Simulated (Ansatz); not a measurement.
**AlN+ (quartet): one geometry, many settings**

Aim: run AlN+ (quartet) at one geometry under a spread of methods and options, and see what each costs and gives.

Method: the settings change from run to run; program: Ansatz 0.2.0, Gaussian basis.

23 further runs of the same task are left out: 8 that didn't finish, 15 set aside as unsound or not needed.

### 1 What is computed

The geometry is a PBE0/def2-TZVP stationary point (not a proven minimum) of the parent state, kept for this charge and spin.

2 atoms, charge 1, spin multiplicity 4.

Atoms are counted from 1 here; the program's logs count them from 0.

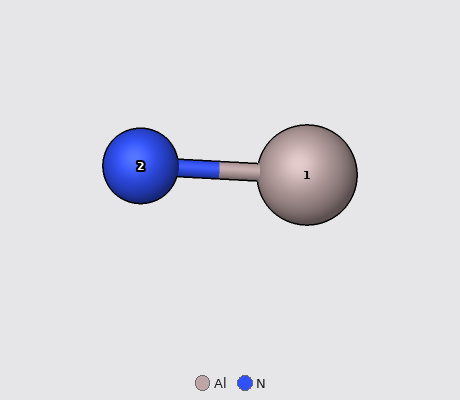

The structure; aluminium light grey, nitrogen blue; atoms are numbered from 1 in the order of the file.

### 2 NEVPT2(3,5)/6-31G

Contents of in.yaml:

```yaml
crystal:
  periodic: [false, false, false]
  atoms:
    - {symbol: Al, position_ang: [0.000000, 0.000000, 0.000000]}
    - {symbol: N, position_ang: [0.000000, 0.000000, 1.789283]}
basis:
  gaussian: {orbitals: 6-31G}
total_charge: 1
magnetization: {spin_polarized: false, initial_magnetization: 3}
hamiltonian: {pseudopotentials: {relativity: scalar}}
correlation: {method: sc_nevpt2, electrons: valence, active_space: {window: {electrons: 3, orbitals: 5}}}
output: {forces: true}
```

Run with:

```sh
$ ansatz run in.yaml --threads 1 --pin off --events-out ev --progress --plain --max-ram 2393MiB
```

The program printed:

```text
Functional definition: HF
  name "HF"
  cite "Fock, Z. Phys. 61, 126 (1930) doi:10.1007/BF01340294"
  parent pbe
  exchange = exact_x
  correlation = 0
270 factors; integrals over basis functions are off by at most 1.1e-4 eV
mean field evaluation 1: about -8061.9042 eV, gradient 2.5e1 eV
mean field evaluation 2: about -8061.9807 eV, gradient 2.5e1 eV
mean field evaluation 4: about -8064.4991 eV, gradient 5.0e0 eV
mean field evaluation 8: about -8064.7500 eV, gradient 5.8e-1 eV
mean field evaluation 16: about -8064.7693 eV, gradient 1.7e-1 eV
mean field evaluation 32: about -8064.8468 eV, gradient 1.4e-6 eV
mean field evaluation 64: about -8063.1583 eV, gradient 2.1e-4 eV
mean field -8064.84684119 eV, -296.3776548643 hartree, gradient 2.0e-6 eV, S^2 3.750000; 4 other end points of the search recorded, 0 dependent functions left out
reference -8064.84684119 eV, -296.3776548643 hartree; 11, 8 occupied and 11, 14 virtual orbitals, 270 factors
state -8064.95997317 eV, -296.3818123876 hartree
state -8064.95997317 eV, -296.3818123876 hartree; corrected -8066.73504696 eV, -296.4470451465 hartree
the calculation of the forces begins
Total energy: -8066.73504696 eV, -296.4470451465 hartree
Relativity: scalar
Atom 0 at     0.000000     0.000000     0.000000 Å, force    -0.000000    -0.000000    -4.424571 eV/Å
Atom 1 at     0.000000     0.000000     1.789283 Å, force     0.000000     0.000000     4.424571 eV/Å
Dipole moment:    -0.000000     0.000000    -1.005526 e Å
```

Run time: 1.4 s. Hardware: 1 thread of Intel Xeon Platinum 8259CL at 2.50GHz, shared host.

From the report: 4 determinants; active occupations 1.00, 1.00, 1.00, 0.00, 0.00.

### 3 CISDT/STO-3G

Contents of in.yaml:

```yaml
crystal:
  periodic: [false, false, false]
  atoms:
    - {symbol: Al, position_ang: [0.000000, 0.000000, 0.000000]}
    - {symbol: N, position_ang: [0.000000, 0.000000, 1.789283]}
basis:
  gaussian: {orbitals: STO-3G}
total_charge: 1
magnetization: {spin_polarized: false, initial_magnetization: 3}
correlation: {active_space: {ras: {orbitals: [8, 3, 3], electrons: 19, max_holes: 3, max_particles: 3}, fixed_orbitals: true}}
output: {forces: true}
```

Launched as before.

The program printed, cut to the lines that bear on the results:

```text
Functional definition: HF
  name "HF"
  cite "Fock, Z. Phys. 61, 126 (1930) doi:10.1007/BF01340294"
  parent pbe
[...]
156 factors; integrals over basis functions are off by at most 3.2e-5 eV
[...]
mean field -7960.51688903 eV, -292.5435998398 hartree, gradient 2.6e-6 eV, S^2 3.750000; 0 other end points of the search recorded, 0 dependent functions left out
reference -7960.51688903 eV, -292.5435998398 hartree; 11, 8 occupied and 3, 6 virtual orbitals, 156 factors
state -7962.24965604 eV, -292.6072778529 hartree
[...]
Total energy: -7962.24965604 eV, -292.6072778529 hartree
Atom 0 at     0.000000     0.000000     0.000000 Å, force    -0.000000    -0.000000    -5.442810 eV/Å
Atom 1 at     0.000000     0.000000     1.789283 Å, force     0.000000     0.000000     5.442810 eV/Å
Dipole moment:    -0.000000     0.000000    -0.437406 e Å
```

It took 1.9 s on 1 thread of Intel Xeon Platinum 8259CL at 2.50GHz, shared host.

From the report: 17,703 determinants.

### 4 CISD/6-31G*

Contents of in.yaml:

```yaml
crystal:
  periodic: [false, false, false]
  atoms:
    - {symbol: Al, position_ang: [0.000000, 0.000000, 0.000000]}
    - {symbol: N, position_ang: [0.000000, 0.000000, 1.789283]}
basis:
  gaussian: {orbitals: "6-31G*"}
total_charge: 1
magnetization: {spin_polarized: false, initial_magnetization: 3}
correlation: {active_space: {ras: {orbitals: [2, 3, 23], electrons: 7, max_holes: 2, max_particles: 2}, fixed_orbitals: true}}
```

The command is unchanged.

The program printed:

```text
Functional definition: HF
  name "HF"
  cite "Fock, Z. Phys. 61, 126 (1930) doi:10.1007/BF01340294"
  parent pbe
  exchange = exact_x
  correlation = 0
300 factors; integrals over basis functions are off by at most 9.6e-4 eV
mean field evaluation 1: about -8051.3618 eV, gradient 2.7e1 eV
mean field evaluation 2: about -8051.3986 eV, gradient 2.7e1 eV
mean field evaluation 4: about -8053.8763 eV, gradient 5.3e0 eV
mean field evaluation 8: about -8054.0612 eV, gradient 3.7e-1 eV
mean field evaluation 16: about -8053.0913 eV, gradient 6.2e0 eV
mean field evaluation 32: about -8053.9482 eV, gradient 4.2e-1 eV
mean field -8054.06280713 eV, -295.9813489222 hartree, gradient 4.1e-6 eV, S^2 3.750000; 5 other end points of the search recorded, 0 dependent functions left out
reference -8054.06280713 eV, -295.9813489222 hartree; 11, 8 occupied and 23, 26 virtual orbitals, 300 factors
state -8058.13716105 eV, -296.1310786669 hartree
Total energy: -8058.13716105 eV, -296.1310786669 hartree
```

Run time: 1.9 s. Hardware: 1 thread of Intel Xeon Platinum 8259CL at 2.50GHz, shared host.

From the report: 7,895 determinants.

### 5 CASSCF(3,4)/6-31G

Contents of in.yaml:

```yaml
crystal:
  periodic: [false, false, false]
  atoms:
    - {symbol: Al, position_ang: [0.000000, 0.000000, 0.000000]}
    - {symbol: N, position_ang: [0.000000, 0.000000, 1.789283]}
basis:
  gaussian: {orbitals: 6-31G}
total_charge: 1
magnetization: {spin_polarized: false, initial_magnetization: 3}
correlation: {active_space: {window: {electrons: 3, orbitals: 4}}}
accuracy: high
```

Same command.

The program printed:

```text
Functional definition: HF
  name "HF"
  cite "Fock, Z. Phys. 61, 126 (1930) doi:10.1007/BF01340294"
  parent pbe
  exchange = exact_x
  correlation = 0
475 factors; integrals over basis functions are off by at most 2.6e-9 eV
mean field evaluation 1: about -8050.3431 eV, gradient 2.5e1 eV
mean field evaluation 2: about -8050.4270 eV, gradient 2.5e1 eV
mean field evaluation 4: about -8052.9500 eV, gradient 5.0e0 eV
mean field evaluation 8: about -8053.2039 eV, gradient 5.8e-1 eV
mean field evaluation 16: about -8053.2203 eV, gradient 1.5e-1 eV
mean field evaluation 32: about -8053.2908 eV, gradient 6.8e-6 eV
mean field evaluation 64: about -8053.2741 eV, gradient 1.1e0 eV
mean field -8053.29078624 eV, -295.9529776779 hartree, gradient 1.7e-8 eV, S^2 3.750000; 6 other end points of the search recorded, 0 dependent functions left out
reference -8053.29078624 eV, -295.9529776779 hartree; 11, 8 occupied and 11, 14 virtual orbitals, 475 factors
state -8053.29078624 eV, -295.9529776779 hartree
Total energy: -8053.29078624 eV, -295.9529776779 hartree
```

Wall time 1.1 s (1 thread of Intel Xeon Platinum 8259CL at 2.50GHz, shared host).

From the report: 4 determinants; active occupations 1.00, 1.00, 1.00, 0.00. With so small a space the active step adds no correlation: the energy is the mean field's.

### 6 BCCD on ROHF/6-31++G**

Contents of in.yaml:

```yaml
crystal:
  periodic: [false, false, false]
  atoms:
    - {symbol: Al, position_ang: [0.000000, 0.000000, 0.000000]}
    - {symbol: N, position_ang: [0.000000, 0.000000, 1.789283]}
basis:
  gaussian: {orbitals: "6-31++G**"}
total_charge: 1
magnetization: {spin_polarized: false, initial_magnetization: 3}
correlation: {method: bccd, electrons: all}
output: {forces: true}
```

Same command.

The program printed, cut to the lines that bear on the results:

```text
Functional definition: HF
  name "HF"
  cite "Fock, Z. Phys. 61, 126 (1930) doi:10.1007/BF01340294"
  parent pbe
[...]
354 factors; integrals over basis functions are off by at most 7.4e-4 eV
[...]
mean field -8054.09615494 eV, -295.9825744316 hartree, gradient 9.5e-6 eV, S^2 3.750000; 7 other end points of the search recorded, 0 dependent functions left out
[...]
determinant -8054.09615494 eV, -295.9825744316 hartree, with singles and doubles -8058.65564532 eV, -296.1501326127 hartree
determinant -8052.49487023 eV, -295.9237283039 hartree, with singles and doubles -8056.74396933 eV, -296.0798798155 hartree
reference -8054.09615494 eV, -295.9825744316 hartree; 11, 8 occupied and 31, 34 virtual orbitals, 354 factors
second order -3.76910593 eV of doubles, -0.14530926 eV of singles
cycle   1  -4.59660382 eV  change   -3.3e-1 eV  update   3.1e-2
[...]
cycle  14  -4.61472363 eV  change    1.2e-7 eV  update   5.9e-7
[...]
Total energy: -8058.71087857 eV, -296.1521623972 hartree
Atom 0 at     0.000000     0.000000     0.000000 Å, force    -0.000000     0.000000    -3.786535 eV/Å
Atom 1 at     0.000000     0.000000     1.789283 Å, force    -0.000000    -0.000000     3.786535 eV/Å
Dipole moment:     0.000000    -0.000000    -0.571312 e Å
```

Run time: 8.5 s. Hardware: 1 thread of Intel Xeon Platinum 8259CL at 2.50GHz, shared host.

From the report: correlation -4.6147 eV; largest double amplitude 0.07.

### 7 CCSDT(Q)/B on ROHF/STO-3G

Contents of in.yaml:

```yaml
crystal:
  periodic: [false, false, false]
  atoms:
    - {symbol: Al, position_ang: [0.000000, 0.000000, 0.000000]}
    - {symbol: N, position_ang: [0.000000, 0.000000, 1.789283]}
basis:
  gaussian: {orbitals: STO-3G}
total_charge: 1
magnetization: {spin_polarized: false, initial_magnetization: 3}
correlation: {method: ccsdt_q_b, electrons: outside_noble_gas}
scf: {lower_state_search: off}
output: {forces: true}
```

Same command.

The program printed:

```text
Functional definition: HF
  name "HF"
  cite "Fock, Z. Phys. 61, 126 (1930) doi:10.1007/BF01340294"
  parent pbe
  exchange = exact_x
  correlation = 0
these checks for a lower state are left out or cut short: starts, cluster_reference, orbital_swaps, neighbouring_geometries, increment
223 factors; integrals over basis functions are off by at most 2.9e-8 eV
mean field evaluation 1: about -7958.1196 eV, gradient 1.5e1 eV
mean field evaluation 2: about -7958.1319 eV, gradient 1.5e1 eV
mean field evaluation 4: about -7960.2566 eV, gradient 2.1e0 eV
mean field evaluation 8: about -7960.3623 eV, gradient 2.2e0 eV
mean field evaluation 16: about -7960.5169 eV, gradient 2.5e-6 eV
mean field -7960.51694577 eV, -292.5436019250 hartree, gradient 2.5e-6 eV, S^2 3.750000; 0 other end points of the search recorded, 0 dependent functions left out
6 core orbitals not correlated: weight in the atoms' cores, before any rotation towards them, 1.000 or more for the frozen orbitals, at most 0.000 for the correlated occupied ones
reference -7960.51694577 eV, -292.5436019250 hartree; 5, 2 occupied and 3, 6 virtual orbitals, 223 factors
second order -0.78684608 eV of doubles, -0.12388042 eV of singles
cycle   1  -1.24781772 eV  change   -3.3e-1 eV  update   6.9e-2
cycle   2  -1.49453667 eV  change   -2.5e-1 eV  update   3.6e-2
cycle   3  -1.51829857 eV  change   -2.4e-2 eV  update   1.6e-2
cycle   4  -1.54403130 eV  change   -2.6e-2 eV  update   1.1e-2
cycle   5  -1.55582817 eV  change   -1.2e-2 eV  update   3.7e-3
cycle   6  -1.55133827 eV  change    4.5e-3 eV  update   1.1e-3
cycle   7  -1.55169762 eV  change   -3.6e-4 eV  update   3.9e-4
cycle   8  -1.55226224 eV  change   -5.6e-4 eV  update   1.3e-4
cycle   9  -1.55195968 eV  change    3.0e-4 eV  update   4.7e-5
cycle  10  -1.55204532 eV  change   -8.6e-5 eV  update   2.0e-5
cycle  11  -1.55203644 eV  change    8.9e-6 eV  update   7.7e-6
cycle  12  -1.55203706 eV  change   -6.2e-7 eV  update   2.5e-6
cycle  13  -1.55203763 eV  change   -5.6e-7 eV  update   1.2e-6
cycle  14  -1.55203690 eV  change    7.3e-7 eV  update   4.7e-7
perturbative correction 0.00032680 eV, 0.0000120095 hartree
the calculation of the forces begins
Total energy: -7962.06865588 eV, -292.6006262196 hartree
Atom 0 at     0.000000     0.000000     0.000000 Å, force     0.000000    -0.000000    -5.437399 eV/Å
Atom 1 at     0.000000     0.000000     1.789283 Å, force    -0.000000    -0.000000     5.437399 eV/Å
Dipole moment:    -0.000000     0.000000    -0.434995 e Å
Checks for a lower state left out: starts, cluster_reference, orbital_swaps, neighbouring_geometries, increment
```

Wall time 12 s (1 thread of Intel Xeon Platinum 8259CL at 2.50GHz, shared host).

From the report: correlation -1.5517 eV; T1 0.043; largest double amplitude 0.11.

### 8 MP2 on UHF/6-31++G**

Contents of in.yaml:

```yaml
crystal:
  periodic: [false, false, false]
  atoms:
    - {symbol: Al, position_ang: [0.000000, 0.000000, 0.000000]}
    - {symbol: N, position_ang: [0.000000, 0.000000, 1.789283]}
basis:
  gaussian: {orbitals: "6-31++G**"}
total_charge: 1
magnetization: {spin_polarized: true, initial_magnetization: 3}
correlation: {method: mp2, electrons: outside_noble_gas}
accuracy: high
scf: {lower_state_search: light}
output: {forces: true}
```

Same command.

The program printed, cut to the lines that bear on the results:

```text
Functional definition: HF
  name "HF"
  cite "Fock, Z. Phys. 61, 126 (1930) doi:10.1007/BF01340294"
  parent pbe
[...]
681 factors; integrals over basis functions are off by at most 3.1e-9 eV
[...]
mean field -8054.41957214 eV, -295.9944597944 hartree, gradient 1.3e-8 eV, S^2 3.801495; 7 other end points of the search recorded, 0 dependent functions left out
6 core orbitals not correlated: weight in the atoms' cores, before any rotation towards them, 1.000 or more for the frozen orbitals, at most 0.000 for the correlated occupied ones
reference -8054.41957214 eV, -295.9944597944 hartree; 5, 2 occupied and 31, 34 virtual orbitals, 681 factors
second order -3.22584904 eV of doubles, -0.00000000 eV of singles
[...]
Total energy: -8057.64542118 eV, -296.1130075602 hartree
Atom 0 at     0.000000     0.000000     0.000000 Å, force     0.000000    -0.000000    -2.959514 eV/Å
Atom 1 at     0.000000     0.000000     1.789283 Å, force    -0.000000    -0.000000     2.959514 eV/Å
Dipole moment:     0.000000     0.000000    -0.722368 e Å
```

It took 2.2 s on 1 thread of Intel Xeon Platinum 8259CL at 2.50GHz, shared host.

From the report: ⟨S²⟩ of the determinant 3.801 (pure quartet: 3.75).

### 9 CCSD(T) on UHF/def2-SVP

Contents of in.yaml:

```yaml
crystal:
  periodic: [false, false, false]
  atoms:
    - {symbol: Al, position_ang: [0.000000, 0.000000, 0.000000]}
    - {symbol: N, position_ang: [0.000000, 0.000000, 1.789283]}
basis:
  gaussian: {orbitals: def2-SVP}
total_charge: 1
magnetization: {spin_polarized: true, initial_magnetization: 3}
correlation: {method: ccsd_t, electrons: outside_noble_gas}
output: {forces: true}
```

Same command.

The program printed, cut to the lines that bear on the results:

```text
Functional definition: HF
  name "HF"
  cite "Fock, Z. Phys. 61, 126 (1930) doi:10.1007/BF01340294"
  parent pbe
[...]
298 factors; integrals over basis functions are off by at most 6.9e-4 eV
[...]
mean field -8051.21752030 eV, -295.8767865599 hartree, gradient 3.0e-6 eV, S^2 3.794612; 8 other end points of the search recorded, 0 dependent functions left out
determinant -8051.21752030 eV, -295.8767865599 hartree, with singles and doubles -8055.05396213 eV, -296.0177731964 hartree
determinant -8049.59193170 eV, -295.8170472807 hartree, with singles and doubles -8053.28229729 eV, -295.9526657145 hartree
determinant -8047.72319915 eV, -295.7483726262 hartree, with singles and doubles -8051.97779861 eV, -295.9047262724 hartree
6 core orbitals not correlated: weight in the atoms' cores, before any rotation towards them, 1.000 or more for the frozen orbitals, at most 0.000 for the correlated occupied ones
reference -8051.21752030 eV, -295.8767865599 hartree; 5, 2 occupied and 21, 24 virtual orbitals, 298 factors
second order -3.15399711 eV of doubles, -0.00000000 eV of singles
cycle   1  -3.83671504 eV  change   -2.7e-4 eV  update   1.2e-3
[...]
cycle  10  -3.83715078 eV  change    2.1e-7 eV  update   2.9e-7
perturbative correction -0.11084256 eV, -0.0040733888 hartree
[...]
Total energy: -8055.16551364 eV, -296.0218726388 hartree
Atom 0 at     0.000000     0.000000     0.000000 Å, force    -0.000000    -0.000000    -3.561787 eV/Å
Atom 1 at     0.000000     0.000000     1.789283 Å, force     0.000000    -0.000000     3.561787 eV/Å
Dipole moment:    -0.000000     0.000000    -0.577460 e Å
```

Wall time 13 s (1 thread of Intel Xeon Platinum 8259CL at 2.50GHz, shared host).

From the report: ⟨S²⟩ of the determinant 3.795 (pure quartet: 3.75); correlation -3.9480 eV; T1 0.029; largest double amplitude 0.07.

### 10 CCSD(T) on ROHF/def2-SVPD

Contents of in.yaml:

```yaml
crystal:
  periodic: [false, false, false]
  atoms:
    - {symbol: Al, position_ang: [0.000000, 0.000000, 0.000000]}
    - {symbol: N, position_ang: [0.000000, 0.000000, 1.789283]}
basis:
  gaussian: {orbitals: def2-SVPD}
total_charge: 1
magnetization: {spin_polarized: false, initial_magnetization: 3}
hamiltonian: {pseudopotentials: {relativity: scalar}}
correlation: {method: ccsd_t, electrons: outside_noble_gas}
scf: {lower_state_search: off}
output: {forces: true}
```

Same command.

The program printed, cut to the lines that bear on the results:

```text
Functional definition: HF
  name "HF"
  cite "Fock, Z. Phys. 61, 126 (1930) doi:10.1007/BF01340294"
  parent pbe
[...]
406 factors; integrals over basis functions are off by at most 7.5e-4 eV
[...]
mean field -8062.60028874 eV, -296.2950955843 hartree, gradient 9.6e-7 eV, S^2 3.750000; 0 other end points of the search recorded, 0 dependent functions left out
6 core orbitals not correlated: weight in the atoms' cores, before any rotation towards them, 1.000 or more for the frozen orbitals, at most 0.000 for the correlated occupied ones
reference -8062.60028874 eV, -296.2950955843 hartree; 5, 2 occupied and 33, 36 virtual orbitals, 406 factors
second order -3.45482944 eV of doubles, -0.13765024 eV of singles
cycle   1  -3.98098852 eV  change   -3.9e-1 eV  update   7.5e-2
[...]
cycle  15  -4.26938630 eV  change    3.2e-7 eV  update   3.8e-7
perturbative correction -0.15817982 eV, -0.0058130011 hartree
[...]
Total energy: -8067.02785485 eV, -296.4578056378 hartree
Relativity: scalar
Atom 0 at     0.000000     0.000000     0.000000 Å, force     0.000000    -0.000000    -3.668001 eV/Å
Atom 1 at     0.000000     0.000000     1.789283 Å, force     0.000000     0.000000     3.668001 eV/Å
Dipole moment:    -0.000000    -0.000000    -0.592103 e Å
Checks for a lower state left out: starts, cluster_reference, orbital_swaps, neighbouring_geometries, increment
```

Wall time 9 s (1 thread of Intel Xeon Platinum 8259CL at 2.50GHz, shared host).

From the report: correlation -4.4276 eV; T1 0.058; largest double amplitude 0.06.

### 11 The runs in one table

Where basis and cores are those of an earlier FCI/6-31G run (-8056.0513 eV), and the state is the same kind, the miss against it is given.

```csv
level,correlated,functions,energy (eV),from FCI (meV),time
"NEVPT2(3,5)/6-31G (relativity set)",valence,22,-8066.7350,,1.4 s
CISDT/STO-3G,all,14,-7962.2497,,1.9 s
CISD/6-31G*,valence,34,-8058.1372,,1.9 s
"CASSCF(3,4)/6-31G",,22,-8053.2908,2760.5,1.1 s
BCCD on ROHF/6-31++G**,all,42,-8058.7109,,8.5 s
CCSDT(Q)/B on ROHF/STO-3G,outside noble gas,14,-7962.0687,,12 s
MP2 on UHF/6-31++G**,outside noble gas,42,-8057.6454,,2.2 s
CCSD(T) on UHF/def2-SVP,outside noble gas,32,-8055.1655,,13 s
CCSD(T) on ROHF/def2-SVPD (relativity set),outside noble gas,44,-8067.0279,,9 s
```

### 12 What came out

```
quantity                          value
    runs                              9
quickest       CASSCF(3,4)/6-31G, 1.1 s
 slowest  CCSD(T) on UHF/def2-SVP, 13 s
```

What this shows: Total energies in different bases, with other cores or another treatment of relativity can't be set against each other. CCSD(T) on UHF/def2-SVP took 12 times as long as CASSCF(3,4)/6-31G; the jobs differ in more than the method. Hartree-Fock, CASSCF and CASCI lack dynamic correlation by design.
